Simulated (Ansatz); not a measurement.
Run report: SiH6O, nudged elastic band

- system: SiH6O
- method: RKS PBE/def2-mTZVP (Ansatz 0.2.0)

It belongs to a series of runs on one base structure; here: band between the two ends. Figures and captions count atoms from 1; the log counts them from 0 in places.

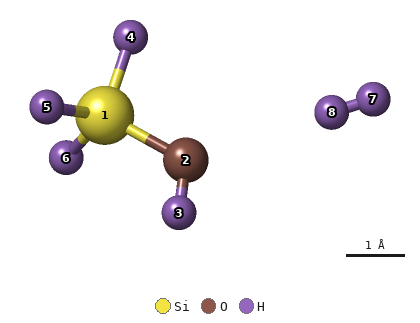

The input geometry (ball-and-stick view, seen at a tilt; atoms are numbered from 1 in the order of the input). Bond lengths as drawn: H–H 0.75 Å, H–O 0.97 Å, H–Si 1.49 to 1.50 Å and O–Si 1.68 Å.

Input
```yaml
crystal:
  periodic: [false, false, false]
  atoms:
    - { symbol: Si, position_ang: [-0.443144, 0.468878, -0.203447] }
    - { symbol: O, position_ang: [-0.276907, -0.418904, 1.210578] }
    - { symbol: H, position_ang: [-1.030065, -0.377443, 1.825491] }
    - { symbol: H, position_ang: [0.825057, 0.243457, -0.955283] }
    - { symbol: H, position_ang: [-0.620284, 1.934973, 0.070044] }
    - { symbol: H, position_ang: [-1.612679, 0.006268, -1.024019] }
    - { symbol: H, position_ang: [2.217394, -2.5508, 2.124365] }
    - { symbol: H, position_ang: [1.671028, -2.075827, 1.920171] }
basis:
  gaussian: { orbitals: def2-mTZVP }
hamiltonian:
  xc: pbe
neb:
  order_check: false
  images: 5
  f_tol: 0.05
  max_iterations: 60
  final_atoms:
    - { symbol: Si, position_ang: [0.42437001, 0.13386381, -0.48841525] }
    - { symbol: O, position_ang: [-0.43026045, -0.74664449, 2.47791891] }
    - { symbol: H, position_ang: [-1.23373952, -1.27867287, 2.3281897] }
    - { symbol: H, position_ang: [0.82747866, 0.50829805, -1.88363174] }
    - { symbol: H, position_ang: [0.38981785, 1.36885396, 0.34846013] }
    - { symbol: H, position_ang: [-0.92660599, -0.50425058, -0.55047603] }
    - { symbol: H, position_ang: [1.43107301, -0.83777822, 0.04001662] }
    - { symbol: H, position_ang: [0.24826643, -1.41306766, 2.69583766] }
  initial_path:
    images:
      - { positions_ang: [[-0.443144, 0.468878, -0.203447], [-0.276907, -0.418904, 1.210578], [-1.030065, -0.377443, 1.825491], [0.825057, 0.243457, -0.955283], [-0.620284, 1.934973, 0.070044], [-1.612679, 0.006268, -1.024019], [2.217394, -2.5508, 2.124365], [1.671028, -2.075827, 1.920171]] }
      - { positions_ang: [[-0.28612519, 0.3503135, -0.11083483], [-0.18227591, -0.36582585, 1.49696686], [-0.99389423, -0.43190331, 2.00046827], [1.01904947, 0.20113109, -0.77191306], [-0.60686045, 1.76138519, -0.01447634], [-1.31740287, -0.30359427, -0.88996263], [1.76260847, -2.17204492, 1.53697937], [1.3353007, -1.80885943, 1.72067236]] }
      - { positions_ang: [[-0.12910638, 0.23174901, -0.01822267], [-0.08764482, -0.31274771, 1.78335572], [-0.95772345, -0.48636361, 2.17544553], [1.21304195, 0.15880518, -0.58854312], [-0.5934369, 1.58779737, -0.09899667], [-1.02212674, -0.61345655, -0.75590625], [1.30782294, -1.79328984, 0.94959374], [0.99957341, -1.54189185, 1.52117372]] }
      - { positions_ang: [[0.02791243, 0.11318451, 0.0743895], [0.00698628, -0.25966956, 2.06974459], [-0.92155268, -0.54082392, 2.3504228], [1.40703442, 0.11647927, -0.40517318], [-0.58001335, 1.41420956, -0.18351701], [-0.72685061, -0.92331882, -0.62184988], [0.85303741, -1.41453476, 0.36220811], [0.66384611, -1.27492428, 1.32167507]] }
      - { positions_ang: [[0.16006496, 0.12007761, -0.11321209], [-0.13876263, -0.42199454, 2.20580269], [-1.02561496, -0.78677357, 2.34301177], [1.21384917, 0.24708553, -0.8979927], [-0.25673628, 1.39909103, -0.0061913], [-0.79343574, -0.78362941, -0.59805859], [1.04571594, -1.22228258, 0.25481095], [0.52531955, -1.32097207, 1.77972927]] }
      - { positions_ang: [[0.29221748, 0.12697071, -0.30081367], [-0.28451154, -0.58431952, 2.3418608], [-1.12967724, -1.03272322, 2.33560073], [1.02066391, 0.37769179, -1.39081222], [0.06654078, 1.38397249, 0.17113442], [-0.86002087, -0.64393999, -0.57426731], [1.23839448, -1.0300304, 0.14741379], [0.38679299, -1.36701987, 2.23778346]] }
      - { positions_ang: [[0.42437001, 0.13386381, -0.48841525], [-0.43026045, -0.74664449, 2.47791891], [-1.23373952, -1.27867287, 2.3281897], [0.82747866, 0.50829805, -1.88363174], [0.38981785, 1.36885396, 0.34846013], [-0.92660599, -0.50425058, -0.55047603], [1.43107301, -0.83777822, 0.04001662], [0.24826643, -1.41306766, 2.69583766]] }
```

Run on 1 thread of Arm Neoverse V2, 24 GiB of memory available, shared host.

Launch command:
```bash
ansatz run input.yaml --threads 1 --pin off --max-ram 2048MiB --backend cpu --events-out ev --progress --plain --runs-dir out
```

Output
```
Engine: ansatz 0.2.0, aarch64-unknown-linux-gnu
Functional definition: PBE
  parameter kappa = 0.804
  parameter beta = 0.06672455060314922
  exchange = pbe_x(kappa = kappa, mu = beta*pi^2/3)
  correlation = pbe_c(beta = beta)
630 factors; their error is unknown
mean field evaluation 1: about -10010.5424 eV, gradient 6.0e1 eV
mean field evaluation 2: about -9977.0785 eV, gradient 1.4e2 eV
mean field evaluation 4: about -10016.5430 eV, gradient 2.9e0 eV
mean field evaluation 8: about -10016.5691 eV, gradient 2.9e-2 eV
mean field evaluation 16: about -10016.5508 eV, gradient 4.5e-5 eV
mean field -10016.55081539 eV, -368.1014530036 hartree, gradient 4.5e-5 eV, S^2 0.000000; 0 other end points of the search recorded, 0 dependent functions left out
the calculation of the forces begins
reference -10016.55085889 eV, -368.1014546023 hartree; 14, 14 occupied and 50, 50 virtual orbitals, 630 factors
630 factors; their error is unknown
mean field -10016.07031476 eV, -368.0837949311 hartree, gradient 2.2e-5 eV, S^2 0.000000; 0 other end points of the search recorded, 0 dependent functions left out
[... from here on the field's lines of each further geometry are left out, up to the last ...]
NEB iter   1: max|band force component| = 7.049e0 eV/Å  barrier→ = 3.3344 eV  barrier← = 2.8539 eV  Δτ_max = 0.2000 Å  (167 SCF iters)
NEB iter   2: max|band force component| = 2.358e0 eV/Å  barrier→ = 1.9778 eV  barrier← = 1.4973 eV  Δτ_max = 0.2000 Å  (135 SCF iters)
NEB iter   3: max|band force component| = 1.780e0 eV/Å  barrier→ = 1.6304 eV  barrier← = 1.1499 eV  Δτ_max = 0.1923 Å  (141 SCF iters)
NEB iter   4: max|band force component| = 7.399e-1 eV/Å  barrier→ = 1.5011 eV  barrier← = 1.0206 eV  Δτ_max = 0.1467 Å  (127 SCF iters)
NEB iter   5: max|band force component| = 6.680e-1 eV/Å  barrier→ = 1.3794 eV  barrier← = 0.8989 eV  CI = image 4  Δτ_max = 0.2000 Å  (128 SCF iters)
NEB iter   6: max|band force component| = 1.135e0 eV/Å  barrier→ = 1.6233 eV  barrier← = 1.1428 eV  CI = image 4  Δτ_max = 0.2000 Å  (128 SCF iters)
NEB iter   7: max|band force component| = 1.100e0 eV/Å  barrier→ = 2.0170 eV  barrier← = 1.5365 eV  CI = image 4  Δτ_max = 0.2000 Å  (131 SCF iters)
NEB iter   8: max|band force component| = 1.270e0 eV/Å  barrier→ = 2.2035 eV  barrier← = 1.7230 eV  CI = image 4  Δτ_max = 0.1001 Å  (131 SCF iters)
NEB iter   9: max|band force component| = 9.524e-1 eV/Å  barrier→ = 2.1658 eV  barrier← = 1.6853 eV  CI = image 4  Δτ_max = 0.1438 Å  (128 SCF iters)
NEB iter  10: max|band force component| = 6.148e-1 eV/Å  barrier→ = 2.1219 eV  barrier← = 1.6414 eV  CI = image 4  Δτ_max = 0.1189 Å  (127 SCF iters)
NEB iter  11: max|band force component| = 5.574e-1 eV/Å  barrier→ = 2.0976 eV  barrier← = 1.6171 eV  CI = image 4  Δτ_max = 0.1886 Å  (126 SCF iters)
NEB iter  12: max|band force component| = 2.558e-1 eV/Å  barrier→ = 2.0900 eV  barrier← = 1.6095 eV  CI = image 4  Δτ_max = 0.1842 Å  (131 SCF iters)
NEB iter  13: max|band force component| = 3.219e-1 eV/Å  barrier→ = 2.0873 eV  barrier← = 1.6068 eV  CI = image 4  Δτ_max = 0.0966 Å  (132 SCF iters)
NEB iter  14: max|band force component| = 1.567e-1 eV/Å  barrier→ = 2.0860 eV  barrier← = 1.6055 eV  CI = image 4  Δτ_max = 0.1974 Å  (129 SCF iters)
NEB iter  15: max|band force component| = 1.416e-1 eV/Å  barrier→ = 2.0856 eV  barrier← = 1.6051 eV  CI = image 4  Δτ_max = 0.0968 Å  (130 SCF iters)
NEB iter  16: max|band force component| = 6.758e-2 eV/Å  barrier→ = 2.0859 eV  barrier← = 1.6054 eV  CI = image 4  Δτ_max = 0.0869 Å  (118 SCF iters)
the calculation of the forces begins
reference -10016.02606838 eV, -368.0821689068 hartree; 14, 14 occupied and 50, 50 virtual orbitals, 630 factors
630 factors; their error is unknown
mean field -10014.46506831 eV, -368.0248032120 hartree, gradient 6.7e-6 eV, S^2 0.000000; 1 other end points of the search recorded, 0 dependent functions left out
the calculation of the forces begins
reference -10014.46510443 eV, -368.0248045394 hartree; 14, 14 occupied and 50, 50 virtual orbitals, 630 factors
NEB iter  17: max|band force component| = 3.280e-2 eV/Å  barrier→ = 2.0857 eV  barrier← = 1.6052 eV  CI = image 4  Δτ_max = 0.0000 Å  (245 SCF iters)
```

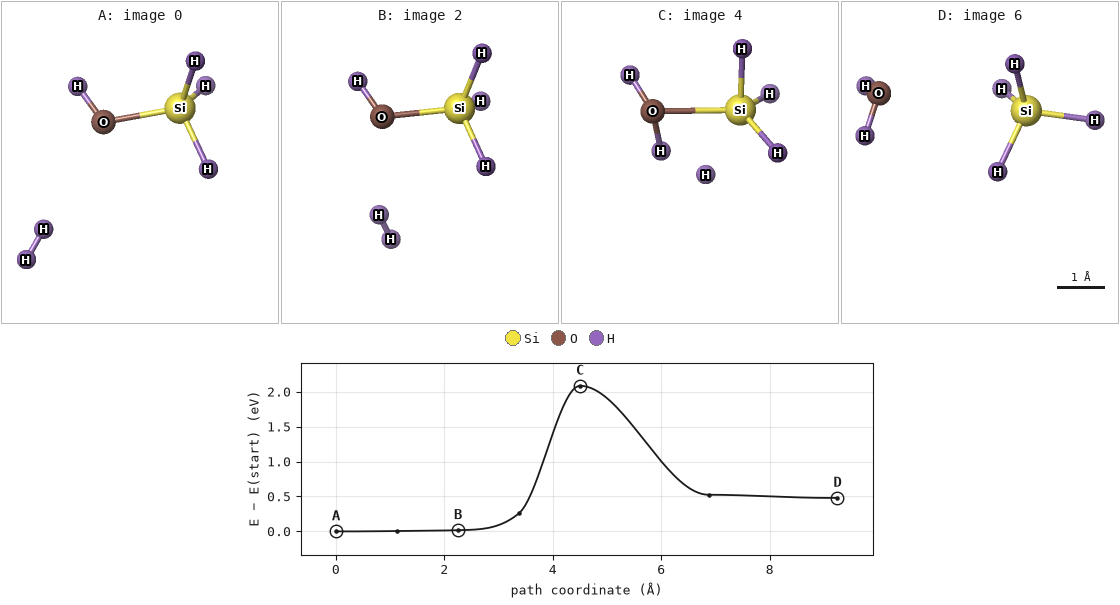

Images of the last band (counted from 0; ball-and-stick, seen at a tilt) above the energy along the path; the line is a cubic interpolation that uses the forces. The highest image is number 4, 2.086 eV above the start and 1.605 eV above the end (the climbing image); the end lies 0.480 eV above the start. The path is 9.25 Å long. The band converged in 17 iterations.

```
Total energy: -10014.46510443 eV, -368.0248045394 hartree
Atom 0 at     0.096619    -0.049567     0.021479 Å, force    -0.001427     0.004342    -0.009725 eV/Å
Atom 1 at     0.121125    -0.304787     1.915549 Å, force     0.028819     0.005389     0.010872 eV/Å
Atom 2 at    -0.759718    -0.336047     2.347837 Å, force    -0.015429    -0.007424    -0.005478 eV/Å
Atom 3 at     1.372941     0.431494    -0.588152 Å, force    -0.007661    -0.005296     0.006815 eV/Å
Atom 4 at    -0.703077     1.219828     0.248151 Å, force     0.000725    -0.004202     0.000956 eV/Å
Atom 5 at    -0.785764    -0.820672    -0.913752 Å, force     0.002256     0.002182     0.003362 eV/Å
Atom 6 at     0.863304    -1.612739     0.440361 Å, force     0.002156    -0.006935     0.004095 eV/Å
Atom 7 at     0.524972    -1.296907     1.496426 Å, force    -0.009440     0.011944    -0.010896 eV/Å
Dipole moment:    -0.271698    -0.087790     0.322794 e Å
this run last wrote the band of iteration 17 to [file]
```

The last band as extended XYZ (Å, eV, eV/Å)
```
8
Properties=species:S:1:pos:R:3:forces:R:3 image=0 energy=-10016.55082
Si   -0.4431    0.4689   -0.2034   -0.0065   0.0079  -0.0050
O    -0.2769   -0.4189    1.2106   -0.0220   0.0155  -0.0061
H    -1.0301   -0.3774    1.8255    0.0131  -0.0076   0.0014
H     0.8251    0.2435   -0.9553   -0.0056   0.0007   0.0013
H    -0.6203    1.9350    0.0700    0.0029  -0.0239  -0.0030
H    -1.6127    0.0063   -1.0240    0.0176   0.0071   0.0114
H     2.2174   -2.5508    2.1244   -0.0141   0.0130  -0.0058
H     1.6710   -2.0758    1.9202    0.0146  -0.0127   0.0058
8
Properties=species:S:1:pos:R:3:forces:R:3 image=1 energy=-10016.54617
Si   -0.3710    0.4455   -0.0955   -0.0023   0.0007  -0.0014
O    -0.2401   -0.1264    1.4759    0.0029  -0.0007   0.0002
H    -1.0640   -0.1451    1.9927   -0.0010  -0.0019  -0.0024
H     1.0202    0.4320   -0.6317   -0.0010  -0.0009  -0.0017
H    -0.9219    1.8406   -0.1381    0.0008   0.0012   0.0018
H    -1.2509   -0.4259   -0.9426   -0.0027   0.0032  -0.0015
H     2.0286   -2.6747    1.6260    0.0010  -0.0006   0.0042
H     1.5295   -2.1155    1.6813    0.0024  -0.0009   0.0009
8
Properties=species:S:1:pos:R:3:forces:R:3 image=2 energy=-10016.53358
Si   -0.2407    0.4127    0.0549   -0.0056   0.0046  -0.0020
O    -0.1685    0.0775    1.6972   -0.0007   0.0044  -0.0006
H    -1.0241   -0.0415    2.1444   -0.0027   0.0014  -0.0027
H     1.1747    0.6207   -0.3653   -0.0033   0.0036  -0.0004
H    -1.0454    1.6477   -0.2236   -0.0018   0.0069  -0.0019
H    -0.8409   -0.7175   -0.7284   -0.0041   0.0047  -0.0007
H     1.6142   -2.6623    1.0131    0.0106  -0.0168   0.0066
H     1.2611   -2.1067    1.3756    0.0076  -0.0088   0.0017
8
Properties=species:S:1:pos:R:3:forces:R:3 image=3 energy=-10016.29281
Si   -0.0760    0.2390    0.1349   -0.1241   0.1869   0.0729
O    -0.0376   -0.0482    1.7993   -0.0526   0.1426  -0.0673
H    -0.8983   -0.1856    2.2313   -0.0440   0.0835  -0.0525
H     1.3311    0.4266   -0.3324   -0.0526  -0.0004   0.1348
H    -0.8545    1.4901   -0.0647   -0.0933   0.1872  -0.1565
H    -0.7106   -0.8378   -0.7018   -0.0024   0.0175   0.1524
H     1.1108   -2.0787    0.6259    0.1377  -0.2992   0.0821
H     0.8656   -1.7749    1.2754    0.2313  -0.3181  -0.1659
8
Properties=species:S:1:pos:R:3:forces:R:3 image=4 energy=-10014.46507
Si    0.0966   -0.0496    0.0215   -0.0014   0.0043  -0.0097
O     0.1211   -0.3048    1.9155    0.0288   0.0054   0.0109
H    -0.7597   -0.3360    2.3478   -0.0154  -0.0074  -0.0055
H     1.3729    0.4315   -0.5882   -0.0077  -0.0053   0.0068
H    -0.7031    1.2198    0.2482    0.0007  -0.0042   0.0010
H    -0.7858   -0.8207   -0.9138    0.0023   0.0022   0.0034
H     0.8633   -1.6127    0.4404    0.0022  -0.0069   0.0041
H     0.5250   -1.2969    1.4964   -0.0094   0.0119  -0.0109
8
Properties=species:S:1:pos:R:3:forces:R:3 image=5 energy=-10016.02603
Si    0.2365   -0.0248   -0.7062    0.0075  -0.0165   0.0182
O    -0.0384   -0.9615    3.1974   -0.0042  -0.0049   0.0367
H    -0.7835   -0.4028    2.9090    0.0214  -0.0072  -0.0139
H     1.3468    0.7114   -1.3816   -0.0001   0.0071   0.0035
H    -0.4770    0.8867    0.2429    0.0034  -0.0061  -0.0146
H    -0.7263   -0.5491   -1.7207   -0.0059   0.0016  -0.0074
H     0.8064   -1.1763    0.0676   -0.0076   0.0135  -0.0065
H     0.3659   -1.2530    2.3595   -0.0146   0.0124  -0.0160
8
Properties=species:S:1:pos:R:3:forces:R:3 image=6 energy=-10016.07032
Si    0.4244    0.1339   -0.4884   -0.0011  -0.0008   0.0005
O    -0.4303   -0.7466    2.4779    0.0163  -0.0231   0.0060
H    -1.2337   -1.2787    2.3282    0.0025   0.0035   0.0000
H     0.8275    0.5083   -1.8836    0.0000   0.0003  -0.0003
H     0.3898    1.3689    0.3485    0.0004  -0.0004   0.0000
H    -0.9266   -0.5043   -0.5505    0.0013  -0.0001   0.0002
H     1.4311   -0.8378    0.0400   -0.0003   0.0009  -0.0008
H     0.2483   -1.4131    2.6958   -0.0191   0.0196  -0.0055
```

Summary

| quantity | value |
| --- | --- |
| outcome | converged |
| barrier, forward | 2.086 eV |
| barrier, backward | 1.605 eV |
| wall time | 93 s |
| peak memory | 0.1 GiB |

The order of the saddle point was not checked.
